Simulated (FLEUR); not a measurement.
# How the smearing moves the magnetism of MnHg, part 4 of 4

Two starts of MnHg are run at each rung of the smearing. Which rung is enough?

FLEUR MaX-R8.1; PBEsol; all-electron FLAPW, Dirac cores, scalar-relativistic bands.

So far, largest spin moment in the muffin-tin sphere (μB): step 2 (rung 1 (width 0.5 eV), start ferro +) 3.38; step 7 (rung 3 (width 0.12 eV), start antiferro q=(0,1/2,1/2) +-) 3.91; step 8 (rung 4 (width 0.05 eV), start ferro +) 3.93; step 9 (rung 4 (width 0.05 eV), start antiferro q=(0,1/2,1/2) +-) 3.92; step 10 (rung 5 (width 0.02 eV), start ferro +) 3.93.

## 11. Rung 5 (width 0.02 eV), start antiferro q=(0,1/2,1/2) +-

The k list default-1 (kpts.xml, not shown) is a Γ-centred 8×4×8 mesh.

inp.xml reads:

```
<?xml version="1.0" encoding="UTF-8" standalone="no"?>
<fleurInput fleurInputVersion="0.39">
   <comment>
      MnHg
   </comment>
   <calculationSetup>
      <cutoffs Kmax="3.6" Gmax="10.8" GmaxXC="10.8" numbands="0"/>
      <scfLoop itmax="90" minDistance="0.00002" maxIterBroyd="15" imix="Anderson" alpha="0.05" precondParam="0.0" spinf="2.0" sdNocoIR="T"/>
      <coreElectrons ctail="T" frcor="F" kcrel="0" coretail_lmax="0"/>
      <xcFunctional name="PBEs" relativisticCorrections="F"/>
      <magnetism jspins="2"/>
      <soc l_soc="F" theta="0.0" phi="0.0" spav="F"/>
      <expertModes spex="0" secvar="F"/>
      <geometryOptimization l_f="F" forcealpha="1.0" forcemix="BFGS" epsdisp="0.00001" epsforce="0.00001"/>
      <ldaU l_linMix="F" mixParam="0.05" spinf="1.0"/>
   </calculationSetup>
   <cell>
      <bzIntegration valenceElectrons="66.0" mode="hist" fermiSmearingEnergy="0.00073499">
         <kPointListSelection listName="default-1"/>
         <xi:include xmlns:xi="http://www.w3.org/2001/XInclude" href="kpts.xml"> </xi:include>
      </bzIntegration>
      <xi:include xmlns:xi="http://www.w3.org/2001/XInclude" href="sym.xml"> </xi:include>
      <bulkLattice scale="1.0">
         <bravaisMatrix>
            <row-1>    6.2644421030489994     0.0000000000000000     0.0000000000000000</row-1>
            <row-2>    0.0000000000000000    12.5288842060979988     0.0000000000000000</row-2>
            <row-3>    0.0000000000000000     6.2644421030489994     6.2644421030489994</row-3>
         </bravaisMatrix>
      </bulkLattice>
   </cell>
   <atomSpecies>
      <species name="Manganese 3.501" element="Mn" atomicNumber="25">
         <mtSphere radius="2.64" gridPoints="873" logIncrement="0.014"/>
         <atomicCutoffs lmax="10" lnonsphr="8"/>
         <electronConfig flipSpins="F">
            <coreConfig>(1s1/2) (2s1/2) (2p1/2) (2p3/2)</coreConfig>
            <valenceConfig>(3s1/2) (3p1/2) (3p3/2) (4s1/2) (3d3/2) (3d5/2)</valenceConfig>
            <stateOccupation state="(3d3/2)" spinUp="1.2505" spinDown="0.7495"/>
            <stateOccupation state="(3d5/2)" spinUp="3.0" spinDown="0.0"/>
         </electronConfig>
         <energyParameters s="4" p="4" d="3" f="4"/>
         <lo type="SCLO" l="0" n="3" eDeriv="0"/>
         <lo type="SCLO" l="1" n="3" eDeriv="0"/>
      </species>
      <species name="Manganese -3.501" element="Mn" atomicNumber="25">
         <mtSphere radius="2.64" gridPoints="873" logIncrement="0.014"/>
         <atomicCutoffs lmax="10" lnonsphr="8"/>
         <electronConfig flipSpins="F">
            <coreConfig>(1s1/2) (2s1/2) (2p1/2) (2p3/2)</coreConfig>
            <valenceConfig>(3s1/2) (3p1/2) (3p3/2) (4s1/2) (3d3/2) (3d5/2)</valenceConfig>
            <stateOccupation state="(3d3/2)" spinUp="0.7495" spinDown="1.2505"/>
            <stateOccupation state="(3d5/2)" spinUp="0.0" spinDown="3.0"/>
         </electronConfig>
         <energyParameters s="4" p="4" d="3" f="4"/>
         <lo type="SCLO" l="0" n="3" eDeriv="0"/>
         <lo type="SCLO" l="1" n="3" eDeriv="0"/>
      </species>
      <species name="Mercury (Hg)" element="Hg" atomicNumber="80">
         <mtSphere radius="2.64" gridPoints="873" logIncrement="0.015"/>
         <atomicCutoffs lmax="10" lnonsphr="8"/>
         <electronConfig flipSpins="F">
            <coreConfig>(1s1/2) (2s1/2) (2p1/2) (2p3/2) (3s1/2) (3p1/2) (3p3/2) (4s1/2) (3d3/2) (3d5/2) (4p1/2) (4p3/2) (5s1/2) (4d3/2) (4d5/2) (4f5/2) (4f7/2)</coreConfig>
            <valenceConfig>(5p1/2) (5p3/2) (6s1/2) (5d3/2) (5d5/2)</valenceConfig>
         </electronConfig>
         <energyParameters s="6" p="6" d="5" f="5"/>
         <lo type="SCLO" l="1" n="5" eDeriv="0"/>
      </species>
   </atomSpecies>
   <atomGroups>
      <atomGroup species="Manganese 3.501">
         <relPos label="                   1">1.000/2.000 .0000000000 1.000/2.000</relPos>
         <force calculate="T" relaxXYZ="TTT"/>
      </atomGroup>
      <atomGroup species="Manganese -3.501">
         <relPos label="                   2">1.000/2.000 1.000/2.000 1.000/2.000</relPos>
         <force calculate="T" relaxXYZ="TTT"/>
      </atomGroup>
      <atomGroup species="Mercury (Hg)">
         <relPos label="                   3">.0000000000 .0000000000 .0000000000</relPos>
         <relPos label="                   4">.0000000000 1.000/2.000 .0000000000</relPos>
         <force calculate="T" relaxXYZ="TTT"/>
      </atomGroup>
   </atomGroups>
   <output dos="F" band="F" slice="F">
      <bandDOS minEnergy="-.5*Htr" maxEnergy="0.5*Htr" sigma="0.015" storeEVData="T"/>
      <plotting iplot="0" polar="F">
         <plot TwoD="T" vec1="  1.0  0.0  0.0" vec2="  0.0  1.0  0.0" vec3="  0.0  0.0  1.0" zero="  0.0  0.0  0.0" file="plot"/>
      </plotting>
      <moessbauerParams electricFieldGradient="F" isomerShift="F" coreHyperfine="F" valenceHyperfine="F"/>
   </output>
</fleurInput>
```

crystal.txt reads:

```
MnHg
&input film=F cartesian=F /
3.31500000000  0.00000000000  0.00000000000
0.00000000000  6.63000000000  0.00000000000
0.00000000000  3.31500000000  3.31500000000
1.8897261246
1.0 1.0 1.0

4
25 0.50000000000  0.00000000000  0.50000000000 : 3.501
25 0.50000000000  0.50000000000  0.50000000000 : -3.501
80 0.00000000000  0.00000000000  0.00000000000
80 0.00000000000  0.50000000000  0.00000000000

&kpt div1=8 div2=4 div3=8 gamma=T /
```

The run is started by

```sh
OMP_NUM_THREADS=1 inpgen -f crystal.txt > inpgen.log  # inp.xml is then edited as shown
OMP_NUM_THREADS=1 mpirun -n 4 fleur_MPI > fleur.log
```

Output:

```text
[banner, memory and clock lines left out]
Welcome to FLEUR        (www.flapw.de)
      MaX-Release 8.1          (www.max-centre.eu)

 ========== k-point set info ==========
 Selected k-point list: default-1
 k-point list type: mesh
 0 x 0 x 0
 Number of k points: 68

 [... set-up left out ...]
 Iteration:     1   Distance:      17.31179409 me/bohr^3
 Iteration:     2   Distance:      13.46262664 me/bohr^3
 Iteration:     3   Distance:       8.03657962 me/bohr^3
 Iteration:     4   Distance:       4.95790838 me/bohr^3
 Iteration:     5   Distance:       4.30422013 me/bohr^3
[...]
<sumOfEigenvalues value="   -25562.9454089674">
               <coreElectrons value="-25515.1648765683"/>
               <valenceElectrons value="-47.7805323991"/>
            </sumOfEigenvalues>
         [... left out ...]
            <freeEnergy value="-41627.9109732422"/>
            <extrapolationTo0K value="-41627.9108622164"/>
         </totalEnergy>
         <densityConvergence units="me/bohr^3">
            <chargeDensity spin="1" distance="0.0000057969"/>
            <chargeDensity spin="2" distance="0.0000056758"/>
            <overallChargeDensity distance="0.0000094226"/>
            <spinDensity distance="0.0000065461"/>
         </densityConvergence>
      </iteration>
```

Run time: 2.8 min. Hardware: 4 MPI ranks of Arm Neoverse N1, shared host; peak memory 0.4 GiB.

This step gave:

| Quantity | Value |
| --- | --- |
| free energy | -1132753.1641 eV |
| program's band gap on this mesh (in a metal only a level spacing) | 5.39e-8 eV |
| magnetization | 0 μB |
| final state | antiferromagnetic |
| largest moment | 3.925 μB |

This start lies +68.7 meV a seeded atom from the first, a change of +2.0 meV since rung 4; its largest moment is 3.93 μB.

## 12. The rungs together

Ladder, by row:

```csv
rung,smearing (eV),state from the first start,state from the second start,second less first (meV a seeded atom),"moment, first (μB)","moment, second (μB)","CPU time (s), all starts"
1,0.5,ferromagnetic,antiferromagnetic,20.07,3.385,3.378,1012
2,0.25,ferromagnetic,antiferromagnetic,50.93,3.817,3.835,839.6
3,0.12,ferromagnetic,antiferromagnetic,62.39,3.901,3.911,771.2
4,0.05,ferromagnetic,antiferromagnetic,66.66,3.926,3.922,789.6
5,0.02,ferromagnetic,antiferromagnetic,68.66,3.932,3.925,779.6
```

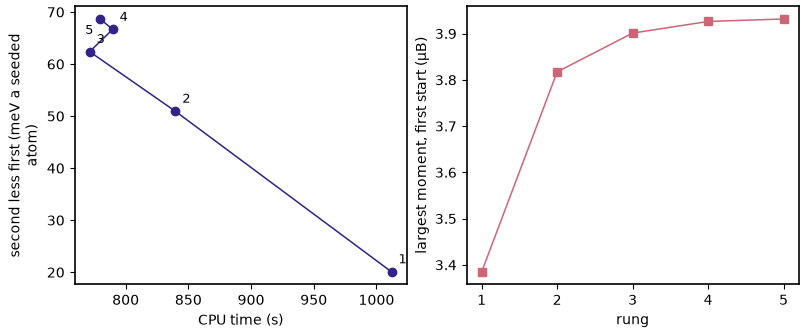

Result against cost, rungs numbered as in the table, and the moment by rung.

## 13. Summary of results

```
range of the moment in the table, first start                                     : 3.38 to 3.93 μB
range of CPU time                                                                 : 13 min to 17 min
range of the energy difference                                                    : 20.1 to 68.7 meV a seeded atom
first rung from which all stay within 3.4 meV of the last, moments within 0.06 μB : 4
```

In words: From rung 4 on the result stays within 2.0 meV of the last rung, inside the margin of 3.4 meV (5 % of the last value, 2 meV at least; moments within 0.06 μB), at 101 % of the last rung's cost. The first start ends lower on every rung, so the sign of the difference is steady; whether functional and cell give the true order is another matter. The mesh stays the same, and a narrow smearing needs a finer one, so the last rung is no sure reference. Differences are of free energies, so a wide smearing enters them.

[Logs and program files are shortened in this print: banners, set-up blocks, solver, clock and traceback lines can be left out without a mark of their own.]

[Logs are printed without paths, hosts, clocks, repeated set-up lines and the standing remarks that a program may print on its own settings, such as how far it seeks lower states.]

[Hosts, paths, dates, database ids (printed as entryN), source tags and the programs' standing remarks are cut or masked in the printed files.]

[Where a cell is said to come from a database of computed structures, the database is the Materials Project.]
